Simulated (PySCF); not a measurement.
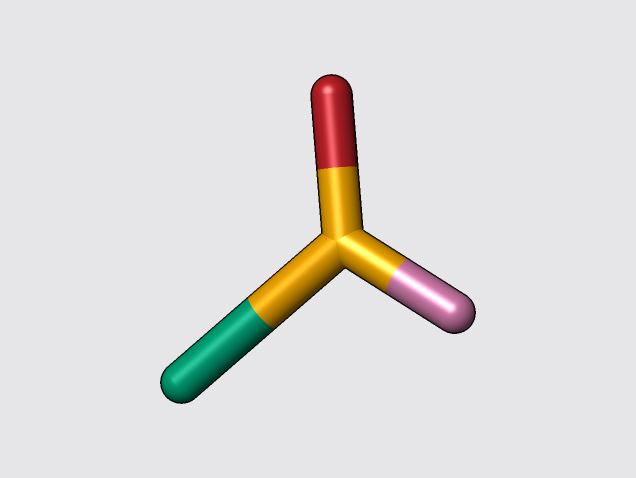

A stick model of a molecule. Every bond is drawn as one stick, whatever its order. Colours: oxygen red, carbon orange, chlorine teal, hydrogen pink.

> Give the formula.

CHClO, 4 atoms: 1 carbon, 1 hydrogen, 1 chlorine and 1 oxygen.

> How many sets of symmetry-equivalent atoms are there?

4: 1 O, 1 C, 1 Cl, 1 H.

> Give the symmetry (Schoenflies symbol).

Cs.

The parts below concern this one geometry. Atoms keep their numbers from picture to picture. The computed structure is the end point of a PBE0-D3(BJ)/def2-SVP optimisation. No frequency run is at hand to confirm it as a minimum.

**Shape**

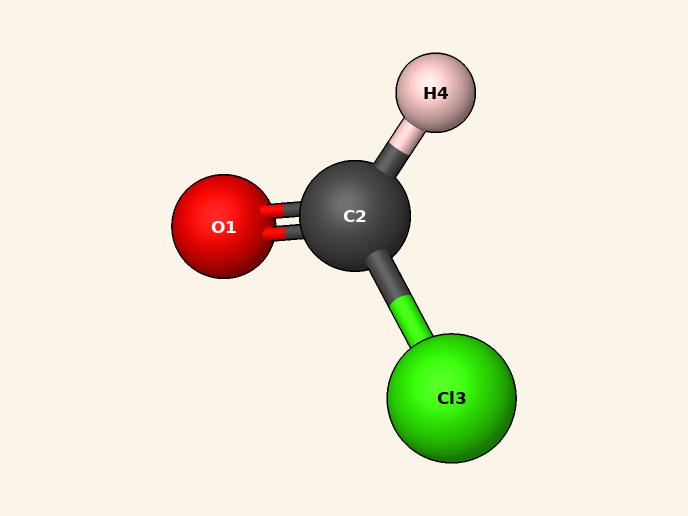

Numbered structure. No frequency run is at hand to confirm it as a minimum.

What are the angles O1–C2–Cl3, O1–C2–H4, Cl3–C2–H4?

| angle | degrees |
| --- | --- |
| O1–C2–Cl3 | 124.0 |
| O1–C2–H4 | 126.2 |
| Cl3–C2–H4 | 109.8 |

**Dipole moment**

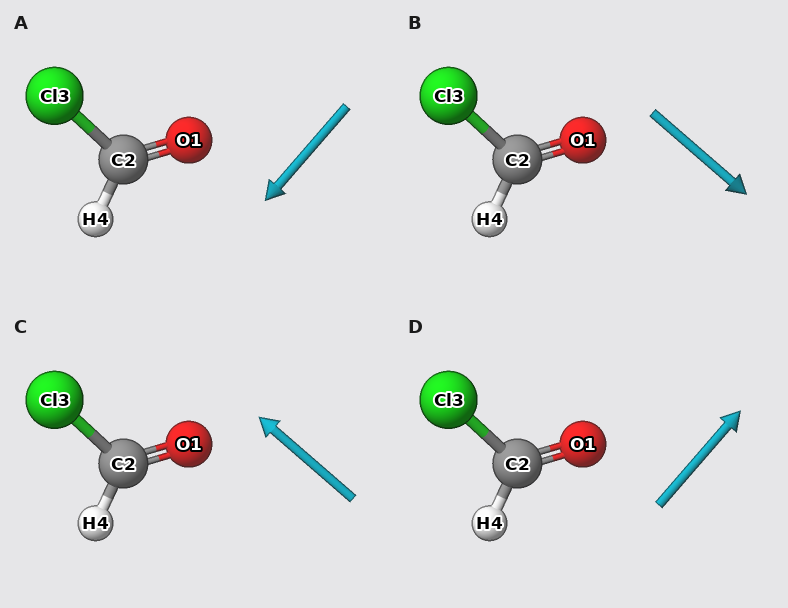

The same molecule four times, each with an arrow. No frequency run is at hand to confirm it as a minimum. Properties computed with B3LYP/def2-SVPD, gas phase (PySCF 2.14.0).

> Which arrow points along the dipole moment, from the negative to the positive end?

A. The dipole moment is 1.86 D; it points from the side of O1 to the side of H4 (the outermost atoms at the two ends).

**Excitation**

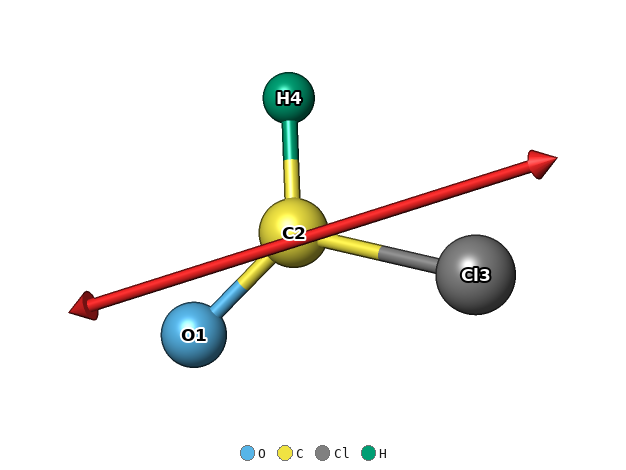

The double arrow shows the direction of the transition dipole to excited singlet state 3 (its length means nothing). No frequency run is at hand to confirm it as a minimum. Level of theory: TDDFT B3LYP/def2-SVPD, vertical, gas phase, core orbitals frozen in the response (PySCF 2.14.0).

> How is the transition polarised?

In the molecular plane.

> Give its energy, strength and character.

6.69 eV (185 nm), oscillator strength 0.025, mainly HOMO−2 → LUMO (weight 0.81); transition dipole 1.00 D.

**NMR shielding**

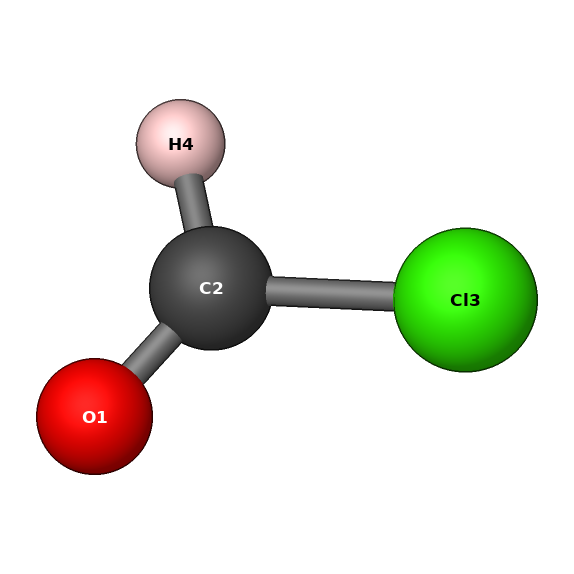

No frequency run is at hand to confirm it as a minimum. Properties computed with GIAO PBE0/pcSseg-1 NMR shielding, non-relativistic, IEF-PCM chloroform (PySCF 2.14.0). Principal shieldings σ11 ≤ σ22 ≤ σ33, span Ω = σ33 − σ11, skew κ = 3(σiso − σ22)/Ω.

Give the shielding tensors of the C atoms.

```tsv
atom	σ11	σ22	σ33	σiso	Ω	κ
C2	−94.2	60.4	69.0	11.7	163.2	−0.89
```

Shieldings and span in ppm.
